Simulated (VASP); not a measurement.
Band structure of MgB₂ (AlB2 type). Level of theory: LDA (Ceperley-Alder, Perdew-Zunger), VASP's LDA PAW potentials (set 64) (plane waves; VASP 6.6.1).

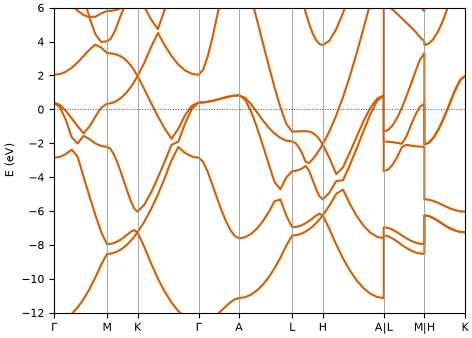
*Bands along high-symmetry lines, zero at the valence-band maximum or, without a gap, the Fermi level*

Problem. Read the plot: is there a gap, and where are the band edges?

Solution. It has no gap at this level: it comes out as a metal or semimetal. (Edges off the drawn lines would not show.)

The compound is MgB2 in the AlB2 type structure. It was relaxed first, which changed the volume by -6 %.
